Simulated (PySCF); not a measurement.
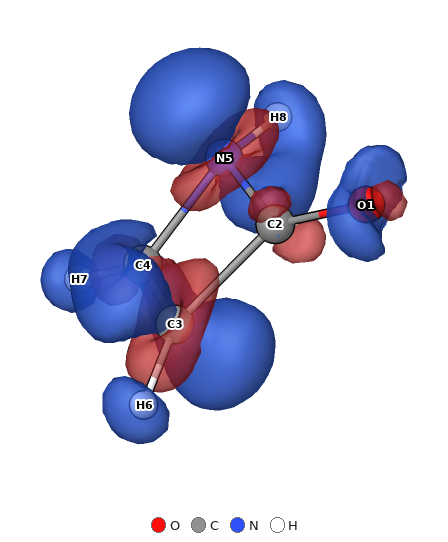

Figure 1: C$_{3}$H$_{3}$NO, SMILES `O=C1C=CN1`. Fukui function f⁻ = ρ(N) − ρ(N−1) at fixed geometry, surfaces at ±0.04 e/Å³ (blue positive, red negative).

Computed with PySCF, BLYP/6-311+G**, geometry: GFN2-xTB. No frequency check shows the geometry to be a minimum.

Cartesian coordinates (Å):

```
O1      -1.7625   -0.0620    0.0574
C2      -0.5799   -0.0662   -0.0476
C3       0.5623   -1.0409   -0.0150
C4       1.3787    0.0203    0.0630
N5       0.3656    1.0052   -0.1377
H6       0.6585   -2.1025   -0.0629
H7       2.4273    0.2105    0.1888
H8       0.2885    1.8719    0.3767
```

### Which atoms respond most to the removal of an electron?

f⁻ (Hirshfeld-condensed) is largest on N5 (0.21), C3 (0.21) and O1 (0.15); the vertical ionisation energy is 8.94 eV. Condensed values hint at sites of electrophilic attack but needn't mark the atom that reacts. Shares this close don't rank the sites. Orbital relaxation makes it negative in places (0.17 e in all).

```csv
atom,f⁻,charge
O1,+0.15,−0.23
C2,+0.07,+0.17
C3,+0.21,−0.09
C4,+0.13,+0.04
N5,+0.21,−0.15
H6,+0.08,+0.06
H7,+0.06,+0.07
H8,+0.09,+0.12
```
